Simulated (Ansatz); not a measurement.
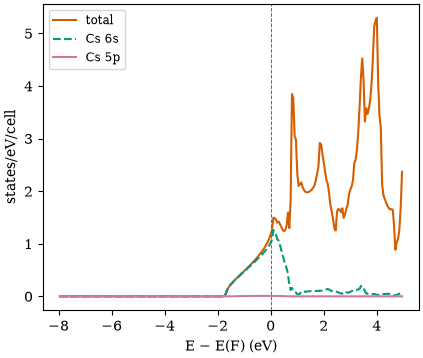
Fig. 1. Total and projected density of states of Cs (bcc (W type), Im-3m), plane-wave PAW r²SCAN+D4 (Ansatz code)

**Question.** Which orbitals carry the states next to the Fermi level?

**Answer.** Within 0.5 eV of the Fermi level: Cs 6s 81 %, outside the projected shells 18 %. Projections are on Löwdin-orthogonalised atomic valence shells; empty p or d shells of many metals are not among them.

The cell was relaxed with r²SCAN+D4 under the symmetry of its start. The pairwise dispersion correction was not fitted to metals. Scalar-relativistic: spin–orbit coupling is off unless named, which matters more the heavier the elements.

Potentials: the later of the program's two PAW sets.
